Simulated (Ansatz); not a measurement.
## Geometry relaxation of SiN2H5

System: SiN2H5, multiplicity 2, SMILES N[SiH]N.
Method: MP2/6-31G*, UHF (Ansatz 0.2.0).

The geometry comes from this level: PBE0-D4/def2-TZVP. Figures and captions count atoms from 1; the log counts them from 0 in places.

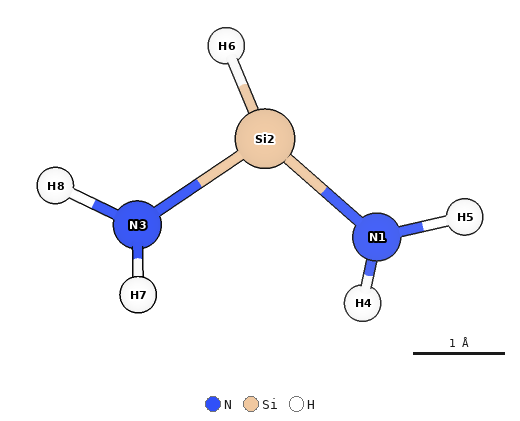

Figure 1. The starting structure (ball-and-stick view, seen at a tilt; atoms are numbered from 1 in the order of the input).

**Summary**

```json
{"quantity": "outcome", "value": "converged"}
{"quantity": "total energy", "value": "−401.122381 hartree"}
{"quantity": "SCF energy", "value": "−400.724272 hartree"}
{"quantity": "MP2 energy", "value": "−401.122381 hartree"}
{"quantity": "correlation energy", "value": "−0.398109 hartree"}
{"quantity": "basis functions", "value": "59"}
{"quantity": "largest force", "value": "0.002 eV/Å"}
{"quantity": "⟨S²⟩", "value": "0.754"}
{"quantity": "SCF solution under orbital rotations", "value": "stable"}
{"quantity": "HOMO of the SCF reference (either spin)", "value": "−7.90 eV"}
{"quantity": "LUMO of the SCF reference (either spin)", "value": "2.45 eV"}
{"quantity": "hardware", "value": "1 thread of Arm Neoverse V2, 24 GiB of memory available, shared host"}
{"quantity": "wall time", "value": "14 s"}
{"quantity": "peak memory", "value": "0.13 GiB"}
```

**Input file**
```yaml
crystal:
  periodic: [false, false, false]
  atoms:
    - {symbol: "N", position_ang: [-1.027000, 0.622100, -0.768300]}
    - {symbol: Si, position_ang: [0.527700, 0.579900, -0.050700]}
    - {symbol: N, position_ang: [0.789500, -1.052600, 0.425100]}
    - {symbol: H, position_ang: [-1.817900, 0.144500, -0.364600]}
    - {symbol: H, position_ang: [-1.296600, 1.349400, -1.406800]}
    - {symbol: H, position_ang: [0.716400, 1.354100, 1.225100]}
    - {symbol: H, position_ang: [0.730800, -1.794000, -0.255200]}
    - {symbol: H, position_ang: [1.468900, -1.260500, 1.139500]}
basis:
  gaussian:
    orbitals: "6-31G*"
correlation:
  method: mp2
relax:
  f_tol: 0.002
magnetization:
  spin_polarized: true
  initial_magnetization: 1
output: {orbitals: {seedname: orbitals}}
```

Run as:
```bash
ansatz run input.yaml --threads 1 --pin off --max-ram 3480MiB --events-out events.jsonl --progress --plain --runs-dir runs
```

**Log**
```
The last accepted step is kept in runs//last_step.txt (removed where the run ends without a failure and the disk answers)
Functional definition: HF
  name "HF"
  exchange = exact_x
  correlation = 0
these checks for a lower state are left out or cut short: cluster_reference
663 factors; integrals over basis functions are off by at most 5.6e-4 eV
mean field evaluation 1: about -10900.7919 eV, gradient 2.8e1 eV
mean field evaluation 2: about -10900.8397 eV, gradient 2.8e1 eV
mean field evaluation 4: about -10904.2155 eV, gradient 2.3e0 eV
mean field evaluation 8: about -10904.2760 eV, gradient 2.3e-1 eV
mean field -10904.27747336 eV, -400.7248059614 hartree, gradient 1.0e-6 eV, S^2 0.754020; 0 other end points of the search recorded, 0 dependent functions left out
7 core orbitals not correlated: weight in the atoms' cores, before any rotation towards them, 1.000 or more for the frozen orbitals, at most 0.000 for the correlated occupied ones
reference -10904.27747336 eV, -400.7248059614 hartree; 10, 9 occupied and 42, 43 virtual orbitals, 663 factors
second order -10.80670351 eV of doubles, -0.00000000 eV of singles
the calculation of the forces begins
mean field evaluation 16: about -10904.2098 eV, gradient 2.8e-1 eV
relax step   1: F+E_penalty+E_count = -10915.08417688 eV  Δ(F+E_penalty+E_count) = +0.000e0 eV  max|allowed force component| = 4.035e-1 eV/Å  Δτ_max = 0.0000 Å  (47 SCF iters, accepted)
these checks for a lower state are left out or cut short: starts, cluster_reference, orbital_swaps, neighbouring_geometries, increment
663 factors; integrals over basis functions are off by at most 5.5e-4 eV
mean field -10904.26911931 eV, -400.7244989555 hartree, gradient 1.1e-6 eV, S^2 0.753910; 0 other end points of the search recorded, 0 dependent functions left out
[... from here on the field's lines of each further geometry are left out, up to the last ...]
relax step   2: F+E_penalty+E_count = -10915.09323942 eV  Δ(F+E_penalty+E_count) = -9.063e-3 eV  max|allowed force component| = 1.939e-1 eV/Å  Δτ_max = 0.0276 Å  (42 SCF iters, accepted)
relax step   3: F+E_penalty+E_count = -10915.09534030 eV  Δ(F+E_penalty+E_count) = -2.101e-3 eV  max|allowed force component| = 5.953e-2 eV/Å  Δτ_max = 0.0199 Å  (35 SCF iters, accepted)
relax step   4: F+E_penalty+E_count = -10915.09560345 eV  Δ(F+E_penalty+E_count) = -2.632e-4 eV  max|allowed force component| = 2.450e-2 eV/Å  Δτ_max = 0.0038 Å  (32 SCF iters, accepted)
relax step   5: F+E_penalty+E_count = -10915.09591069 eV  Δ(F+E_penalty+E_count) = -3.072e-4 eV  max|allowed force component| = 2.849e-2 eV/Å  Δτ_max = 0.0096 Å  (35 SCF iters, accepted)
relax step   6: F+E_penalty+E_count = -10915.09592944 eV  Δ(F+E_penalty+E_count) = -1.875e-5 eV  max|allowed force component| = 2.663e-2 eV/Å  Δτ_max = 0.0134 Å  (44 SCF iters, accepted)
relax step   7: F+E_penalty+E_count = -10915.09603256 eV  Δ(F+E_penalty+E_count) = -1.031e-4 eV  max|allowed force component| = 6.168e-3 eV/Å  Δτ_max = 0.0059 Å  (32 SCF iters, accepted)
relax step   8: F+E_penalty+E_count = -10915.09603901 eV  Δ(F+E_penalty+E_count) = -6.450e-6 eV  max|allowed force component| = 4.514e-3 eV/Å  Δτ_max = 0.0018 Å  (32 SCF iters, accepted)
7 core orbitals not correlated: weight in the atoms' cores, before any rotation towards them, 1.000 or more for the frozen orbitals, at most 0.000 for the correlated occupied ones
reference -10904.26293993 eV, -400.7242718674 hartree; 10, 9 occupied and 42, 43 virtual orbitals, 663 factors
second order -10.83310140 eV of doubles, -0.00000000 eV of singles
the calculation of the forces begins
relax step   9: F+E_penalty+E_count = -10915.09604133 eV  Δ(F+E_penalty+E_count) = -2.318e-6 eV  max|allowed force component| = 1.506e-3 eV/Å  Δτ_max = 0.0011 Å  (31 SCF iters, accepted)
these checks for a lower state are left out or cut short: cluster_reference
663 factors; integrals over basis functions are off by at most 5.6e-4 eV
mean field evaluation 96: about -10903.3324 eV, gradient 1.4e1 eV
```

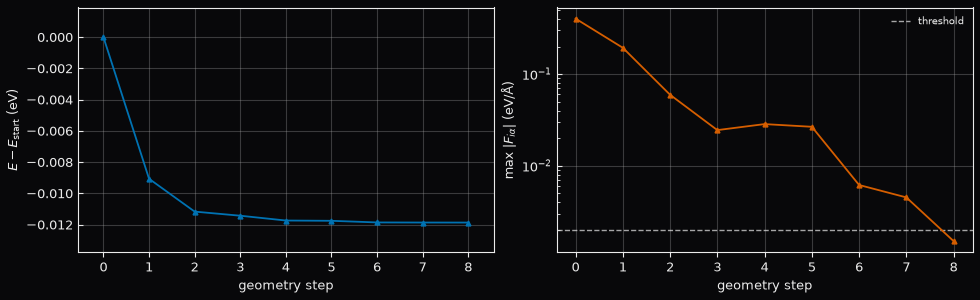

Figure 2. Progress of the relaxation, step by step (the first geometry is step 0 here and step 1 in the log).

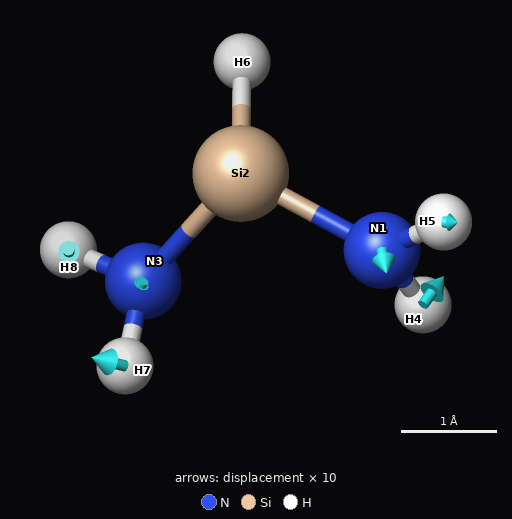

Figure 3. The starting structure with the displacements as teal arrows, magnified 10 times (ball-and-stick view, seen at a tilt). The two geometries are laid on each other by the best rigid fit. The largest move after the best rigid fit is that of H7, 0.045 Å. Largest moves by element: H 0.045 Å, N 0.031 Å, Si 0.002 Å. Distances before and after: N1–Si2 1.713 → 1.730 Å, Si2–N3 1.720 → 1.735 Å, N1–H5 1.005 → 1.011 Å, N1–H4 1.008 → 1.014 Å. The energy falls by 0.012 eV in 8 geometry steps. The largest force component goes from 0.4 to 0.0015 eV/Å. (Atoms are counted from 1 in the order of the input.)

```
mean field -10904.26293993 eV, -400.7242718674 hartree, gradient 2.6e-6 eV, S^2 0.753909; 1 other end points of the search recorded, 0 dependent functions left out
7 core orbitals not correlated: weight in the atoms' cores, before any rotation towards them, 1.000 or more for the frozen orbitals, at most 0.000 for the correlated occupied ones
reference -10904.26293993 eV, -400.7242718674 hartree; 10, 9 occupied and 42, 43 virtual orbitals, 663 factors
second order -10.83310140 eV of doubles, -0.00000000 eV of singles
the calculation of the forces begins
Total energy: -10915.09604133 eV, -401.1223810009 hartree
Atom 0 at    -1.035724     0.607844    -0.794459 Å, force     0.001506    -0.000015    -0.000316 eV/Å
Atom 1 at     0.526063     0.581266    -0.049768 Å, force    -0.000256    -0.000456    -0.000294 eV/Å
Atom 2 at     0.788182    -1.064937     0.430050 Å, force    -0.000169     0.001226     0.001018 eV/Å
Atom 3 at    -1.831233     0.175060    -0.338235 Å, force    -0.000816    -0.000206     0.000295 eV/Å
Atom 4 at    -1.308580     1.357436    -1.415552 Å, force    -0.000580     0.000073    -0.000232 eV/Å
Atom 5 at     0.721673     1.352364     1.222618 Å, force     0.000154     0.000205     0.000293 eV/Å
Atom 6 at     0.772614    -1.795580    -0.271630 Å, force    -0.000106    -0.000172    -0.000773 eV/Å
Atom 7 at     1.458806    -1.270554     1.161076 Å, force     0.000267    -0.000657     0.000010 eV/Å
Dipole moment:    -0.065577    -0.133468    -0.031300 e Å
Checks for a lower state left out: cluster_reference
```

**Trajectory as extended XYZ (Å, eV, eV/Å), 9 frames, from step=1 to step=9**
```
8
Properties=species:S:1:pos:R:3:forces:R:3 step=1 energy=-10915.08418
N    -1.0270    0.6221   -0.7683   -0.1459  -0.0665  -0.1843
Si    0.5277    0.5799   -0.0507    0.2591   0.4035   0.1807
N     0.7895   -1.0526    0.4251   -0.0757  -0.1552   0.0916
H    -1.8179    0.1445   -0.3646   -0.1689  -0.1125   0.1242
H    -1.2966    1.3494   -1.4068   -0.0843   0.1877  -0.1860
H     0.7164    1.3541    1.2251    0.0591  -0.0312  -0.0452
H     0.7308   -1.7940   -0.2552    0.0017  -0.1586  -0.1725
H     1.4689   -1.2605    1.1395    0.1548  -0.0672   0.1916
8
Properties=species:S:1:pos:R:3:forces:R:3 step=2 energy=-10915.09324
N    -1.0358    0.6223   -0.7719   -0.1513  -0.0150  -0.0940
Si    0.5219    0.5834   -0.0422    0.1890   0.1939   0.0141
N     0.7918   -1.0578    0.4243   -0.0089  -0.1327   0.0813
H    -1.8324    0.1553   -0.3571   -0.0341  -0.0218   0.0395
H    -1.3029    1.3462   -1.4225   -0.0158   0.0404  -0.0310
H     0.7346    1.3570    1.2277   -0.0114  -0.0382  -0.0095
H     0.7548   -1.7945   -0.2688    0.0076  -0.0091  -0.0321
H     1.4597   -1.2689    1.1547    0.0249  -0.0175   0.0318
8
Properties=species:S:1:pos:R:3:forces:R:3 step=3 energy=-10915.09534
N    -1.0404    0.6226   -0.7769   -0.0543   0.0040  -0.0454
Si    0.5260    0.5850   -0.0492    0.0152   0.0134   0.0226
N     0.7925   -1.0607    0.4250    0.0100  -0.0595   0.0106
H    -1.8373    0.1647   -0.3481    0.0350   0.0125   0.0053
H    -1.3106    1.3491   -1.4260    0.0078  -0.0113   0.0214
H     0.7369    1.3482    1.2254   -0.0036   0.0063  -0.0059
H     0.7742   -1.7952   -0.2731    0.0044   0.0239   0.0192
H     1.4505   -1.2707    1.1669   -0.0145   0.0108  -0.0279
8
Properties=species:S:1:pos:R:3:forces:R:3 step=4 energy=-10915.09560
N    -1.0405    0.6208   -0.7802   -0.0129  -0.0051  -0.0245
Si    0.5255    0.5838   -0.0491    0.0063  -0.0069   0.0090
N     0.7920   -1.0628    0.4263   -0.0089  -0.0102   0.0022
H    -1.8371    0.1678   -0.3467    0.0138   0.0020   0.0118
H    -1.3110    1.3513   -1.4242    0.0055   0.0014   0.0090
H     0.7345    1.3492    1.2243   -0.0045   0.0036  -0.0010
H     0.7766   -1.7961   -0.2725    0.0008   0.0079   0.0013
H     1.4519   -1.2711    1.1663   -0.0001   0.0073  -0.0078
8
Properties=species:S:1:pos:R:3:forces:R:3 step=5 energy=-10915.09591
N    -1.0389    0.6151   -0.7877    0.0169  -0.0097  -0.0053
Si    0.5255    0.5814   -0.0500   -0.0039  -0.0158  -0.0019
N     0.7893   -1.0656    0.4286   -0.0159   0.0285  -0.0041
H    -1.8347    0.1730   -0.3420   -0.0056  -0.0051   0.0109
H    -1.3107    1.3557   -1.4194    0.0018   0.0086  -0.0017
H     0.7281    1.3504    1.2220   -0.0011   0.0021   0.0043
H     0.7791   -1.7968   -0.2720   -0.0037  -0.0086  -0.0133
H     1.4542   -1.2704    1.1646    0.0116   0.0000   0.0112
8
Properties=species:S:1:pos:R:3:forces:R:3 step=6 energy=-10915.09593
N    -1.0345    0.6059   -0.7965   -0.0266   0.0039  -0.0049
Si    0.5273    0.5818   -0.0513   -0.0139  -0.0073   0.0173
N     0.7907   -1.0643    0.4275    0.0034  -0.0033   0.0073
H    -1.8311    0.1812   -0.3337    0.0150  -0.0059  -0.0004
H    -1.3090    1.3558   -1.4165    0.0118   0.0050  -0.0039
H     0.7168    1.3504    1.2244    0.0079  -0.0019  -0.0122
H     0.7730   -1.7981   -0.2708   -0.0012   0.0106  -0.0052
H     1.4585   -1.2698    1.1610    0.0036  -0.0010   0.0020
8
Properties=species:S:1:pos:R:3:forces:R:3 step=7 energy=-10915.09603
N    -1.0361    0.6079   -0.7952   -0.0051  -0.0044   0.0062
Si    0.5255    0.5808   -0.0499    0.0035   0.0028  -0.0038
N     0.7889   -1.0651    0.4298   -0.0022  -0.0002   0.0025
H    -1.8320    0.1769   -0.3377    0.0029   0.0009  -0.0026
H    -1.3089    1.3578   -1.4161    0.0032  -0.0003   0.0008
H     0.7214    1.3509    1.2230   -0.0016   0.0019   0.0001
H     0.7738   -1.7965   -0.2710   -0.0005  -0.0002  -0.0034
H     1.4592   -1.2698    1.1613   -0.0002  -0.0006   0.0003
8
Properties=species:S:1:pos:R:3:forces:R:3 step=8 energy=-10915.09604
N    -1.0360    0.6082   -0.7940    0.0041  -0.0001  -0.0006
Si    0.5261    0.5812   -0.0498   -0.0027  -0.0015  -0.0027
N     0.7881   -1.0651    0.4297   -0.0001   0.0045   0.0034
H    -1.8315    0.1752   -0.3380   -0.0012  -0.0001   0.0002
H    -1.3086    1.3572   -1.4158   -0.0017   0.0008  -0.0003
H     0.7221    1.3523    1.2224    0.0005   0.0001   0.0016
H     0.7737   -1.7957   -0.2719   -0.0008  -0.0019  -0.0029
H     1.4579   -1.2704    1.1615    0.0019  -0.0018   0.0013
8
Properties=species:S:1:pos:R:3:forces:R:3 step=9 energy=-10915.09604
N    -1.0357    0.6078   -0.7945    0.0015   0.0000  -0.0003
Si    0.5261    0.5813   -0.0498   -0.0003  -0.0005  -0.0003
N     0.7882   -1.0649    0.4300   -0.0002   0.0012   0.0010
H    -1.8312    0.1751   -0.3382   -0.0008  -0.0002   0.0003
H    -1.3086    1.3574   -1.4156   -0.0006   0.0001  -0.0002
H     0.7217    1.3524    1.2226    0.0002   0.0002   0.0003
H     0.7726   -1.7956   -0.2716   -0.0001  -0.0002  -0.0008
H     1.4588   -1.2706    1.1611    0.0003  -0.0007   0.0000
```
